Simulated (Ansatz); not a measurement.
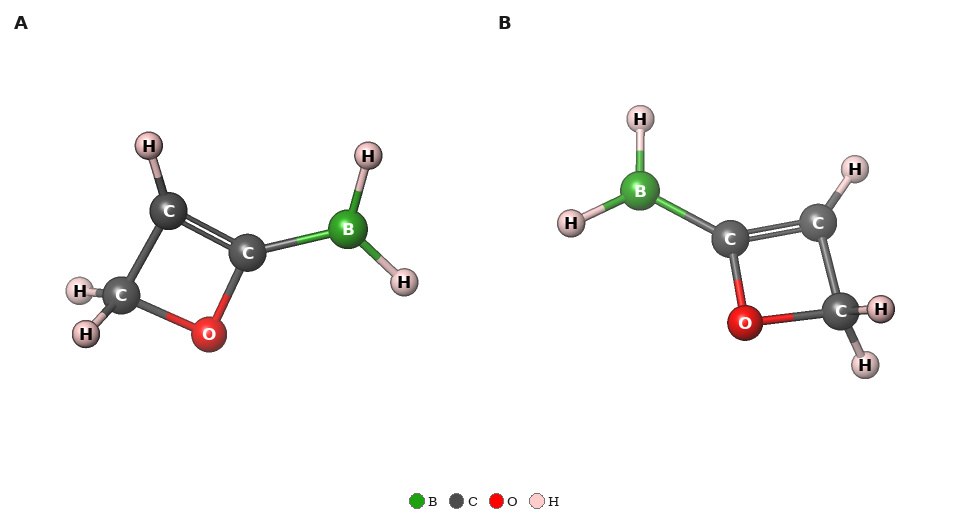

Depth is shown by fading: the farther an atom, the more it takes the colour of the background. The computed structure is the end point of a PBE0-D4/def2-TZVP optimisation.

**How are A and B related: the same structure turned, mirror images, conformers, diastereomers or constitutional isomers?**

They are the same structure, C3H5BO (BC1=CCO1), seen from two directions. With point group Cs it is achiral, so its mirror image would be the same too.
